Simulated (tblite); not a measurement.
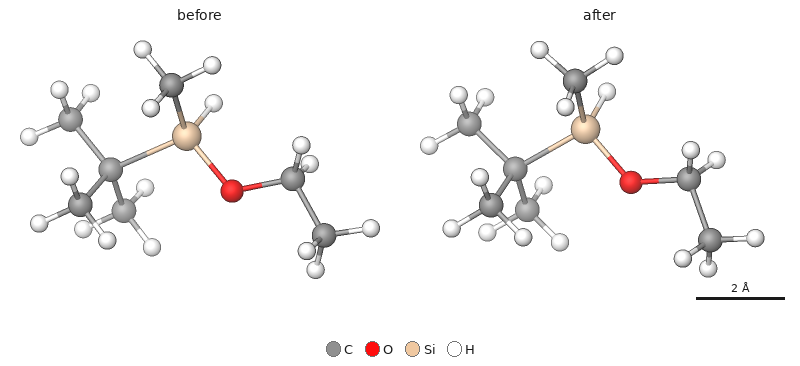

The structure of C7H18OSi before (left) and after (right) a relaxation, at one scale.

The picture is a ball-and-stick view, seen at a tilt.

The calculation used tblite, GFN2-xTB geometry optimisation, gas phase. 

Question: Summarise the run.

Answer: After 120 geometry steps the energy has fallen by 0.278 eV. The atom that moves furthest after the best rigid fit is an H atom (0.60 Å). By element the largest moves are H 0.60 Å, O 0.39 Å, C 0.33 Å, Si 0.24 Å. Among the contacts that change: C–Si 2.014 → 1.910 Å, O–Si 1.686 → 1.624 Å, C–Si 1.870 → 1.904 Å, C–H 1.079 → 1.097 Å. Among the angles between lasting bonds that change: C–O–Si 117.9° → 128.4°, O–Si–C 109.6° → 103.1°, C–Si–H 107.3° → 110.8°. Groups turn about O–Si by about 25°. The run took 2.3 s on 1 thread of Arm Neoverse N1 (shared host).
